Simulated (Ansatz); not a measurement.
## Convergence study of shifted k-point meshes for TaTi (Cmm2, 2 atoms in the cell)

```
TaTi
1.0
    1.62471    -2.28601     0.00000
    1.62471     2.28601     0.00000
    0.00000     0.00000     4.66071
Ti Ta
1 1
Direct
  0.50000   0.50000   0.51073
  0.00000   0.00000   0.00000
```

Method: LDA (PW92), default PAW files made with PBE (plane waves; Ansatz, a program for electronic structure).

Base settings: basis.ecutwfc = 30.9 Ry; kpoints.mp_grid.grid = 12 12 7; hamiltonian.xc = lda; hamiltonian.pseudopotentials = {kind: paw} (the program's default PAW files); scf.occupations.method = fermi_dirac; scf.occupations.width = 0.0073 Ry.

In this ladder: kpoints.mp_grid.shift = 0.5 0.5 0.5.

Only quantities that move along the ladder and can be compared are tabulated.

The count of work is k-points × plane waves × bands × iterations; it is no time. Core times come from one kind of shared machine, to one figure; runs under 30 s give none.

The starting cell comes from a database of computed structures (which also holds hypothetical and non-ambient phases and stackings), without a prior relaxation at this level. Its lattice was rescaled by up to half a per cent. One atom was moved a little off its site on purpose. Spin polarisation is off. In the base run, with a pressure of about -7 GPa the cell is away from its equilibrium volume at this level. Ansatz's pressure includes its estimate of the finite-basis (Pulay) stress.

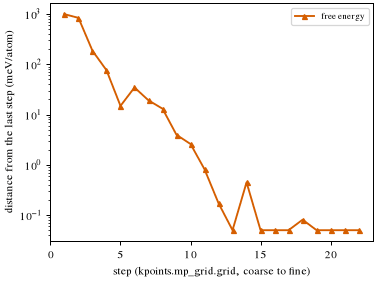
Fig. 1. Distance from the last step along the ladder; very small values are drawn at a floor.

```tsv
kpoints.mp_grid.grid	free energy less the last step's (meV/atom)	pressure (GPa)	largest difference of a force vector from the last step's (eV/Å)	count of work / last	core time / last (rough)
2 2 1	989.88	12.59	0.067	0.00040	–
2 2 2	835.63	10.74	0.226	0.00040	–
3 3 2	185.21	1.28	0.106	0.00069	–
4 4 2	76.00	-5.69	0.099	0.0012	–
4 4 3	14.84	-8.16	0.059	0.0024	–
5 5 3	34.45	-6.30	0.016	0.0036	–
6 6 4	-19.11	-7.14	0.026	0.0048	–
7 7 4	-13.06	-7.07	0.006	0.0063	–
8 8 5	3.94	-6.82	0.017	0.012	–
9 9 5	2.59	-6.67	0.008	0.015	–
10 10 6	-0.81	-7.06	0.007	0.018	–
11 11 6	0.17	-7.02	0.005	0.021	–
12 12 7	0.04	-6.87	0.004	0.029	–
13 13 8	-0.45	-6.92	0.001	0.034	–
14 14 8	0.00	-6.94	0.001	0.044	–
16 16 9	0.05	-6.89	0.001	0.071	–
18 18 10	0.05	-6.91	0.000	0.089	–
20 20 11	-0.08	-6.92	0.000	0.13	0.1
22 22 13	0.02	-6.90	0.000	0.18	–
24 24 14	0.00	-6.91	0.000	0.22	0.2
27 27 15	-0.01	-6.91	0.000	0.31	0.3
33 33 19	0.00	-6.91	0.000	0.57	0.6
40 40 23	0.00	-6.91	0.000	1.0	1
```

Coarsest kpoints.mp_grid.grid that holds the free energy within 5 meV/atom of the last step, with all finer ones: 8 8 5, at 0.012 of the last step's count of work; the step before is off by 13 meV/atom.

Coarsest kpoints.mp_grid.grid that holds the pressure within 0.5 GPa of the last step, with all finer ones: 6 6 4, at 0.0048 of the last step's count of work; the step before is off by 0.60 GPa.

Coarsest kpoints.mp_grid.grid that holds the forces within 0.02 eV/Å of the last step, with all finer ones: 7 7 4, at 0.0063 of the last step's count of work; the step before is off by 0.026 eV/Å.

Keys are those of Ansatz 0.2.
